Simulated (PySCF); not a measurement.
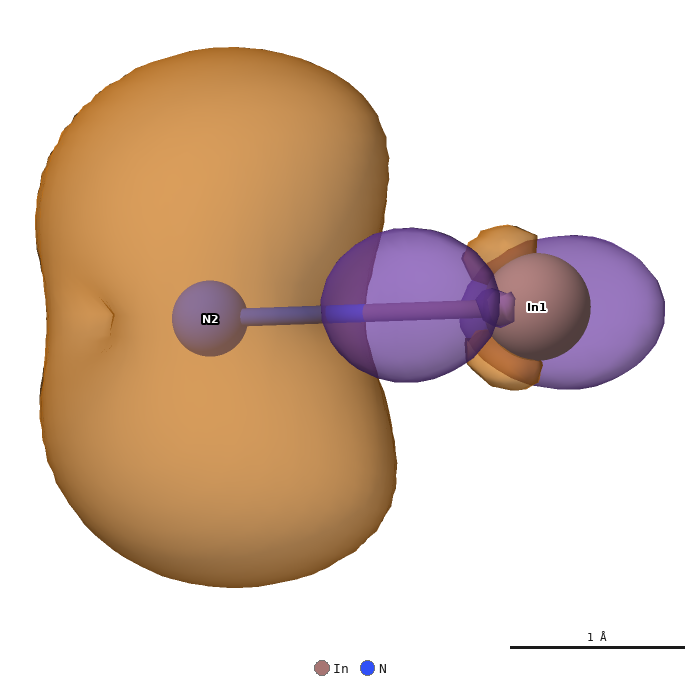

Figure. InN (charge −1, doublet). Isosurfaces of the spin density (α minus β) at +0.02 (orange) and −0.02 e/Å³ (purple), seen from one side.

⟨S²⟩ = 0.87, above the pure value of 0.75; core potentials replace the inner electrons of In.

All numbers below come from PBE0/def2-SVPD, non-relativistic Hamiltonian with scalar-relativistic core potentials where named, at a bond length of 2.055 Å (PySCF).

```xyz
2

In    0.0000    0.0000   -0.2232
N     0.0000    0.0000    1.8318
```

> Describe the spin distribution.

The unpaired spin (1 electron) lies mostly on N2 (about 1.1), in electrons by Hirshfeld's partition, with opposite, polarisation-induced spin on In1.
